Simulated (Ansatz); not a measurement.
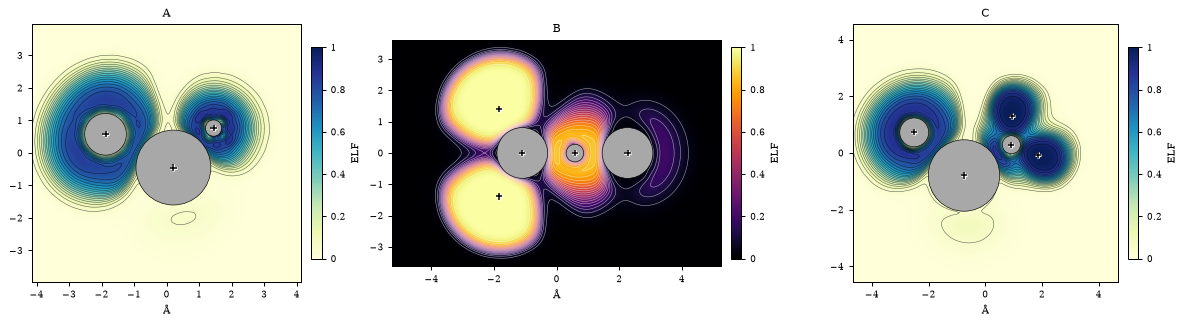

The electron localisation function of 3 systems, each on a plane through atoms (crosses mark nuclei in the plane; grey discs cover the cores).

Method: Ansatz 0.2.0, RKS PBE0-D4/def2-TZVPP.

System 1: Al₂H₄O (SMILES [AlH2][O][AlH2]), the plane of atoms O2, Al3 and H7. Geometry: PBE0-D4/def2-TZVP.

```yaml
atoms:
  - { symbol: Al, position_ang: [-1.4337, 0.2820, -0.8199] }
  - { symbol: O, position_ang: [0.0093, -0.0055, -0.0059] }
  - { symbol: Al, position_ang: [1.4514, -0.3003, 0.8070] }
  - { symbol: H, position_ang: [-1.3718, 0.9819, -2.2375] }
  - { symbol: H, position_ang: [-2.7873, -0.1609, -0.1309] }
  - { symbol: H, position_ang: [1.9952, 0.8044, 1.8005] }
  - { symbol: H, position_ang: [2.1984, -1.6694, 0.5409] }
```

System 2: BrClF₂Ti (SMILES [F][Ti]([F])([Cl])[Br]), the plane of atoms F1, Ti2 and Br5. Geometry: PBE0-D4/def2-TZVP.

```xyz
5

F    -0.0573   -0.2943    1.7719
Ti    0.0658   -0.1000    0.0541
F     1.4260   -1.0033   -0.5271
Cl   -1.7462   -0.8271   -0.8909
Br    0.3615    2.1510   -0.4494
```

System 3: Br₂ClH₂HfN (SMILES [NH2][Hf]([Cl])([Br])[Br]), the plane of atoms H6, N1 and H7. Geometry: PBE0-D4/def2-TZVP; core potentials replace the inner electrons of Hf.

```csv
atom,x (Å),y (Å),z (Å)
N,-0.5545,0.6956,0.9298
Hf,0.3305,-0.3980,-0.4791
Cl,2.1072,-1.4819,0.5687
Br,-1.3612,-1.9779,-1.4128
Br,1.1005,1.1283,-2.2992
H,-1.3963,1.2437,0.8106
H,-0.2262,0.7902,1.8818
```

### Which map belongs to which system?

Panel A is system 2, BrClF₂Ti: the plane holds F, Ti and Br. Ti–F (1.73 Å): the ELF peaks at about 0.80 in the valence shell of F, 0.5 Å from its nucleus, and drops to about 0.30 between the two atoms. Panel B is system 1, Al₂H₄O: the plane holds Al, O and H. Al–O (1.68 Å): the ELF peaks at about 0.85 in the valence shell of O, 0.6 Å from its nucleus, and is about 0.40 at the midpoint. Panel C is system 3, Br₂ClH₂HfN: the plane holds N, Hf, Cl and H. Hf–N (1.99 Å): the ELF peaks at about 0.90 in the valence shell of N, 0.6 Å from its nucleus, and is about 0.30 at the midpoint.
